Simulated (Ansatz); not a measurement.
**One shape, several levels: doublet [GeH2]+**

Wanted: a comparison of 6 runs (U-r2SCAN0/def2-TZVPPD, UCAM-B3LYP/def2-TZVPPD, UHSE06/def2-TZVPPD, RPA@PBE/def2-TZVPPD, RPA@PBE0/def2-TZVPPD, UBCCD(T)/def2-TZVPPD) of doublet [GeH2]+. 

The calculation is run with Ansatz 0.2.0.

34 further runs of the same task are left out: 34 set aside as unsound or not needed.

## Step 1: The structure to begin with

[GeH2]+ has 3 atoms, charge +1, and is taken as a doublet. SMILES of the parent species: `[GeH2]`. Geometry: relaxed at PBE0-D4/def2-TZVP. That shape belongs to the parent species and isn't relaxed for this state.

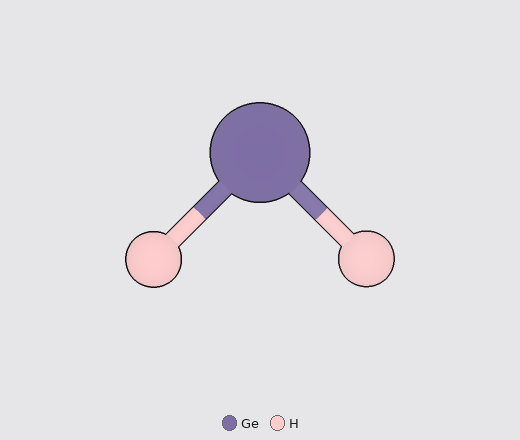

The structure, seen from a chosen angle (germanium purple, hydrogen pink).

## Step 2: The energy at U-r2SCAN0/def2-TZVPPD (run 1)

File molecule.yaml:

```yaml
crystal:
  periodic: [false, false, false]
  atoms:
    - {symbol: Ge, position_ang: [-0.570100, 0.405100, -0.263700]}
    - {symbol: H, position_ang: [0.783000, 0.743600, 0.509000]}
    - {symbol: H, position_ang: [-0.212900, -1.148700, -0.245300]}
basis:
  gaussian: {orbitals: def2-TZVPPD.json}
total_charge: 1
magnetization: {spin_polarized: true, initial_magnetization: 1}
hamiltonian: {xc: {name: r2SCAN0}}
accuracy: high
output: {orbitals: {seedname: orbitals}}
```

The basis set def2-TZVPPD is read from a file made from the Basis Set Exchange's data (not shown).

Run with:

```bash
$ ansatz run molecule.yaml --threads 1 --pin off --max-ram 3480MiB --events-out events.jsonl --progress --plain --runs-dir runs
```

The program printed:

```text
Warning: RAYON_NUM_THREADS=1 ignored (pool sized by the plan → 1); use --threads N
Functional definition: r2SCAN0
  name "r2SCAN0"
  parameter a = 0.25
  parameter k0 = 0.174
  parameter k1 = 0.065
  parameter a1 = 4.9479
  exchange = (1 - a)*r2scan_x(k0 = k0, k1 = k1, a1 = a1) + a*exact_x
  correlation = r2scan_c
1286 factors; integrals over basis functions are off by at most 4.5e-9 eV
mean field evaluation 1: about -56538.0778 eV, gradient 9.7e0 eV
mean field evaluation 2: about -56538.5493 eV, gradient 5.7e0 eV
mean field evaluation 4: about -56538.7968 eV, gradient 7.7e-1 eV
mean field evaluation 8: about -56538.8051 eV, gradient 1.6e-2 eV
mean field evaluation 16: about -56538.8051 eV, gradient 1.5e-5 eV
mean field -56538.80514467 eV, -2077.7627656882 hartree, gradient 7.0e-8 eV, S^2 0.758186; 0 other end points of the search recorded, 0 dependent functions left out
reference -56538.80514598 eV, -2077.7627657363 hartree; 17, 16 occupied and 71, 72 virtual orbitals, 1286 factors
Total energy: -56538.80514598 eV, -2077.7627657363 hartree
```

Run time: 13 s. Hardware: 1 thread of Arm Neoverse V2, shared host; peak memory 0.32 GiB.

## Step 3: The energy at UCAM-B3LYP/def2-TZVPPD (run 2)

File run.yaml:

```yaml
crystal:
  periodic: [false, false, false]
  atoms:
    - symbol: Ge
      position_ang: [-0.570100, 0.405100, -0.263700]
    - symbol: H
      position_ang: [0.783000, 0.743600, 0.509000]
    - symbol: H
      position_ang: [-0.212900, -1.148700, -0.245300]
basis:
  gaussian: {orbitals: def2-TZVPPD.json}
total_charge: 1
magnetization: {spin_polarized: true, initial_magnetization: 1}
hamiltonian: {xc: {name: CAM-B3LYP}}
accuracy: high
output: {orbitals: {seedname: orbitals}}
```

The basis set def2-TZVPPD is read from a file made from the Basis Set Exchange's data (not shown).

Run with:

```bash
$ ansatz run run.yaml --threads 1 --pin off --max-ram 3480MiB --events-out events.jsonl --progress --plain --runs-dir runs
```

The program printed:

```text
Warning: RAYON_NUM_THREADS=1 ignored (pool sized by the plan → 1); use --threads N
Functional definition: CAM-B3LYP
  name "CAM-B3LYP"
  parameter alpha = 0.19
  parameter beta = 0.46
  parameter omega = 0.33/bohr
  parameter ac = 0.81
  exchange = (1 - alpha - beta)*b88_x + beta*b88_x_sr(omega) + alpha*exact_x + beta*exact_x_lr(omega)
  correlation = (1 - ac)*vwn5_c + ac*lyp_c
1286 factors; integrals over basis functions are off by at most 4.5e-9 eV
309 factors; integrals over basis functions are off by at most 2.5e-9 eV
mean field evaluation 1: about -56542.2664 eV, gradient 9.9e0 eV
mean field evaluation 2: about -56542.7560 eV, gradient 6.1e0 eV
mean field evaluation 4: about -56542.8924 eV, gradient 3.2e-1 eV
mean field evaluation 8: about -56542.9021 eV, gradient 2.8e-2 eV
mean field evaluation 16: about -56542.9021 eV, gradient 2.5e-5 eV
mean field -56542.90213549 eV, -2077.9133273237 hartree, gradient 2.5e-8 eV, S^2 0.756572; 0 other end points of the search recorded, 0 dependent functions left out
reference -56542.90214933 eV, -2077.9133278324 hartree; 17, 16 occupied and 71, 72 virtual orbitals, 1286 factors
Total energy: -56542.90214933 eV, -2077.9133278324 hartree
```

It took 7.5 s on 1 thread of Arm Neoverse V2, shared host; peak memory 0.28 GiB.

Run 3 isn't shown in full; the table further down has it.

## Step 4: A single-point energy at RPA@PBE/def2-TZVPPD (run 4)

File in.yaml:

```yaml
crystal:
  periodic: [false, false, false]
  atoms:
    - symbol: Ge
      position_ang: [-0.570100, 0.405100, -0.263700]
    - symbol: H
      position_ang: [0.783000, 0.743600, 0.509000]
    - symbol: H
      position_ang: [-0.212900, -1.148700, -0.245300]
basis:
  gaussian:
    orbitals: def2-TZVPPD.json
accuracy: high
correlation:
  method: rpa
  frozen_orbitals: {Ge: 9, H: 0}
hamiltonian:
  xc: pbe
total_charge: 1
magnetization:
  spin_polarized: true
  initial_magnetization: 1
```

The basis set def2-TZVPPD is read from a file made from the Basis Set Exchange's data (not shown).

Run with:

```bash
$ ansatz run in.yaml --threads 1 --pin off --max-ram 3480MiB --events-out events.jsonl --progress --plain --runs-dir runs
```

The program printed:

```text
Warning: RAYON_NUM_THREADS=1 ignored (pool sized by the plan → 1); use --threads N
Functional definition: PBE
  name "PBE"
  parameter kappa = 0.804
  parameter beta = 0.06672455060314922
  exchange = pbe_x(kappa = kappa, mu = beta*pi^2/3)
  correlation = pbe_c(beta = beta)
1286 factors; integrals over basis functions are off by at most 4.5e-9 eV
mean field evaluation 1: about -56529.6483 eV, gradient 1.5e1 eV
mean field evaluation 2: about -56529.6437 eV, gradient 1.5e1 eV
mean field evaluation 4: about -56531.0100 eV, gradient 3.0e0 eV
mean field evaluation 8: about -56531.0380 eV, gradient 3.0e-2 eV
mean field evaluation 16: about -56531.0380 eV, gradient 1.0e-6 eV
mean field -56531.03798651 eV, -2077.4773278903 hartree, gradient 1.0e-8 eV, S^2 0.752480; 1 other end points of the search recorded, 0 dependent functions left out
9 core orbitals not correlated: weight in the atoms' cores, before any rotation towards them, 1.000 or more for the frozen orbitals, at most 0.000 for the correlated occupied ones
reference -56494.61541789 eV, -2076.1388231819 hartree; 8, 7 occupied and 71, 72 virtual orbitals, 1286 factors
Total energy: -56504.52828502 eV, -2076.5031143296 hartree
```

Wall time 7.8 s (1 thread of Arm Neoverse V2, shared host); peak memory 0.22 GiB.

Run 5 isn't shown in full; the table further down has it.

## Step 5: A single-point energy at UBCCD(T)/def2-TZVPPD (run 6)

File input.yaml:

```yaml
basis:
  gaussian:
    orbitals: def2-TZVPPD.json
crystal:
  periodic: [false, false, false]
  atoms:
    - symbol: Ge
      position_ang: [-0.570100, 0.405100, -0.263700]
    - symbol: H
      position_ang: [0.783000, 0.743600, 0.509000]
    - symbol: H
      position_ang: [-0.212900, -1.148700, -0.245300]
scf:
  omitted_lower_state_checks: [cluster_reference, increment]
accuracy: high
correlation:
  method: bccd_t
  frozen_orbitals: {Ge: 9, H: 0}
magnetization:
  spin_polarized: true
  initial_magnetization: 1
total_charge: 1
```

The basis set def2-TZVPPD is read from a file made from the Basis Set Exchange's data (not shown).

Run with:

```bash
$ ansatz run input.yaml --threads 1 --pin off --max-ram 3480MiB --events-out events.jsonl --progress --plain --runs-dir runs
```

The program printed:

```text
Warning: RAYON_NUM_THREADS=1 ignored (pool sized by the plan → 1); use --threads N
[... 11 lines left out ...]
9 core orbitals not correlated: weight in the atoms' cores, before any rotation towards them, 1.000 or more for the frozen orbitals, at most 0.000 for the correlated occupied ones
[... 27 lines left out ...]
Total energy: -56501.56580167 eV, -2076.3942450746 hartree
Checks for a lower state left out: cluster_reference, increment
```

It took 20 s on 1 thread of Arm Neoverse V2, shared host; peak memory 0.83 GiB.

## Step 6: All runs side by side

| run | level | frozen core orbitals | energy (Eh) | ⟨S²⟩ | wall time |
| --- | --- | --- | --- | --- | --- |
| 1 | U-r2SCAN0/def2-TZVPPD | – | -2077.762766 | 0.758 | 13 s |
| 2 | UCAM-B3LYP/def2-TZVPPD | – | -2077.913328 | 0.757 | 7.5 s |
| 3 | UHSE06/def2-TZVPPD | – | -2077.531868 | 0.755 | 6.6 s |
| 4 | RPA@PBE/def2-TZVPPD | 9 | -2076.503114 | 0.752 | 7.8 s |
| 5 | RPA@PBE0/def2-TZVPPD | 9 | -2076.477798 | 0.755 | 8.4 s |
| 6 | UBCCD(T)/def2-TZVPPD | 9 | -2076.394245 | 0.767 | 20 s |

## Step 7: Summary of results

| quantity | value |
| --- | --- |
| run 6: total energy | -2076.39425 Eh |
| run 6: correlation energy (9 core orbitals frozen) | -227.9 mEh |
| run 6: (T) correction | -7.77 mEh |
| run 6: ⟨S²⟩ of the reference determinant | 0.767 |

In words: Totals of different functionals can't be ranked against each other. All runs together took 63 s, the longest 20 s.
